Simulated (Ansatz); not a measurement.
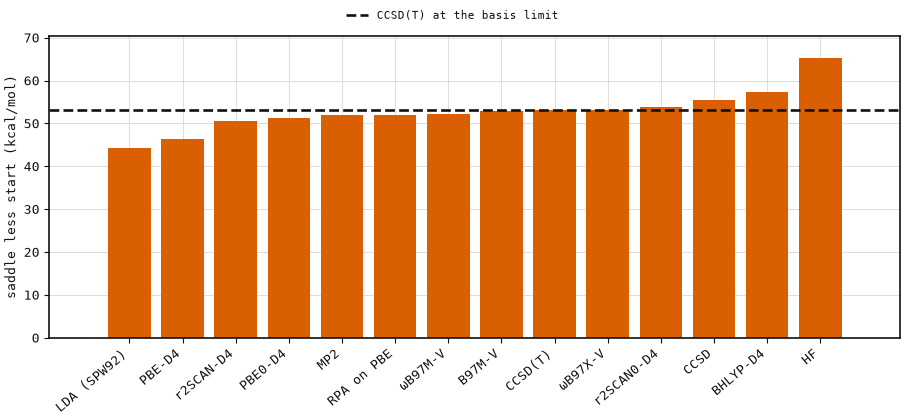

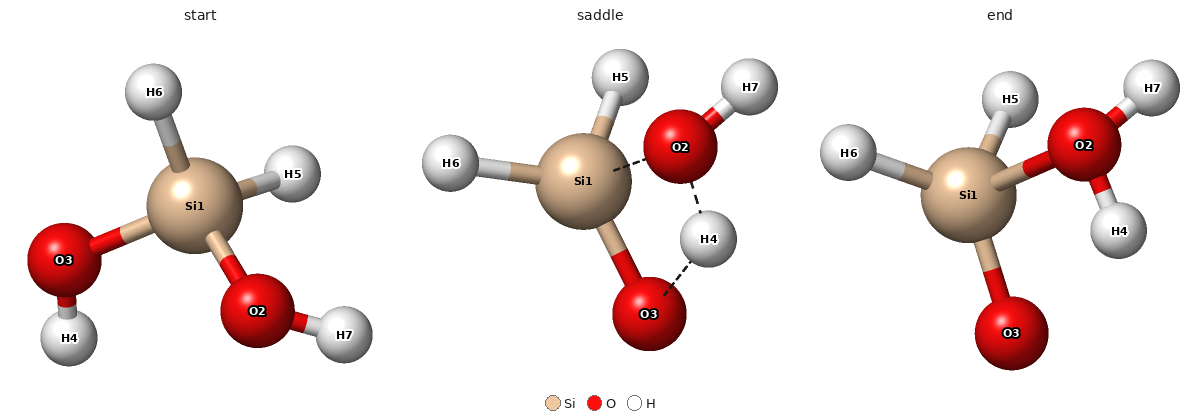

Height of the saddle over the start in one step of SiH₄O₂ at several levels. In the step O2–H4 (2.98 → 1.07 → 0.98 Å) forms; O3–H4 (0.96 → 1.58 → 2.17 Å) breaks; Si1–O2 (1.64 → 1.87 → 1.96 Å) lengthens (lengths at start, saddle and end; changes of bond order aren't listed). Electronic energies at PBE0-D4/def2-TZVP geometries, energies in def2-TZVPP, the Ansatz code; cores frozen in correlated methods, no zero-point terms. Start and end are the structures at the ends of the path (complexes, where there are several molecules). The line is the MP2 basis limit plus CCSD(T) less MP2 in triple zeta. RPA on PBE holds a correlation term that converges slowly with the basis, so part of the distance to the limit is basis error. The distance of MP2, CCSD(T) and CCSD to the limit includes basis error.

Q: Which level comes closest to the line (CCSD(T) at the basis limit), and which misses most?

A: Closest ωB97X-V (53.2 kcal/mol), against 53.2 kcal/mol; farthest HF (65.2 kcal/mol).

Q: Give the values.

A:
```csv
level,kcal/mol,less CCSD(T) at the basis limit
LDA (SPW92),44.2,−9.1
PBE-D4,46.4,−6.8
r2SCAN-D4,50.7,−2.5
PBE0-D4,51.4,−1.8
MP2,51.9,−1.3
RPA on PBE,52.0,−1.2
ωB97M-V,52.2,−1.0
B97M-V,53.0,−0.3
CCSD(T),53.1,−0.1
ωB97X-V,53.2,0.0
r2SCAN0-D4,53.9,0.7
CCSD,55.4,2.2
BHLYP-D4,57.4,4.2
HF,65.2,11.9
CCSD(T) at the basis limit,53.2,0.0
```
